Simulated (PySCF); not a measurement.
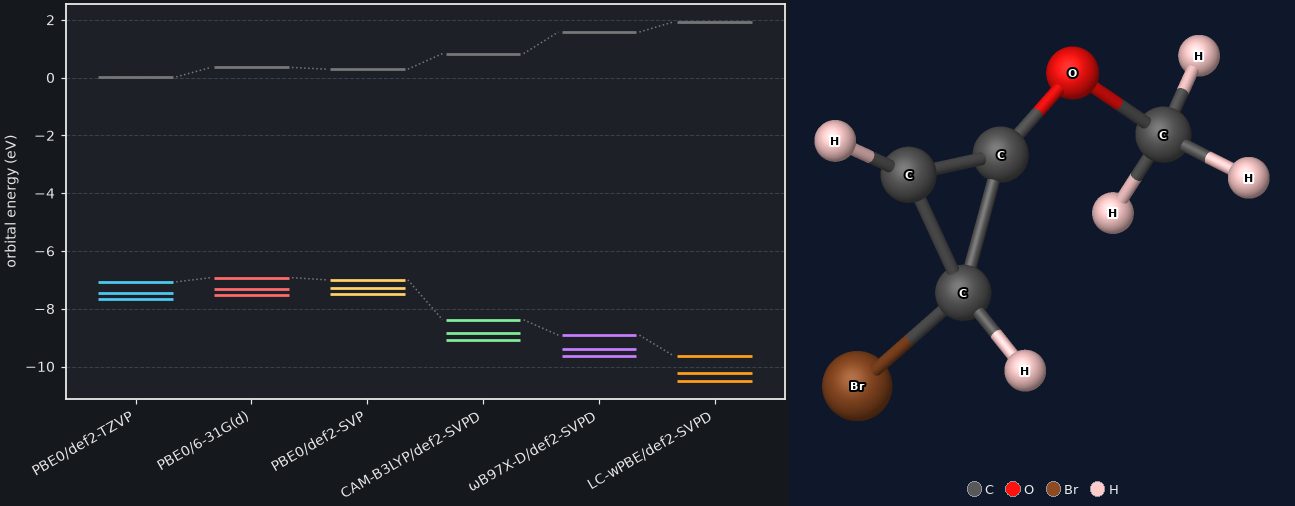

Frontier orbital energies of C₄H₅BrO, SMILES COC1=C[C@H]1Br at one geometry, PySCF, at a PBE0-D3(BJ)/def2-SVP geometry (no frequency check). Empty levels are grey, levels within 0.1 eV stand side by side; all columns show the same few orbitals around the gap. Dotted lines join the HOMOs and the LUMOs.

How do the frontier levels move from column to column?

The separation grows from 7.09 eV (PBE0/def2-TZVP) to 11.58 eV (LC-wPBE/def2-SVPD).

```tsv
level	HOMO (eV)	LUMO (eV)	separation (eV)
PBE0/def2-TZVP	−7.07	0.03	7.09
PBE0/6-31G(d)	−6.92	0.35	7.28
PBE0/def2-SVP	−7.00	0.29	7.29
CAM-B3LYP/def2-SVPD	−8.38	0.83	9.21
ωB97X-D/def2-SVPD	−8.91	1.58	10.49
LC-wPBE/def2-SVPD	−9.64	1.94	11.58
```

Caveats, for all or some of the runs: empty levels above zero depend strongly on the basis; one conformer of a flexible molecule; spin-orbit coupling is left out, and with Br it can shift these levels and split any degenerate set.
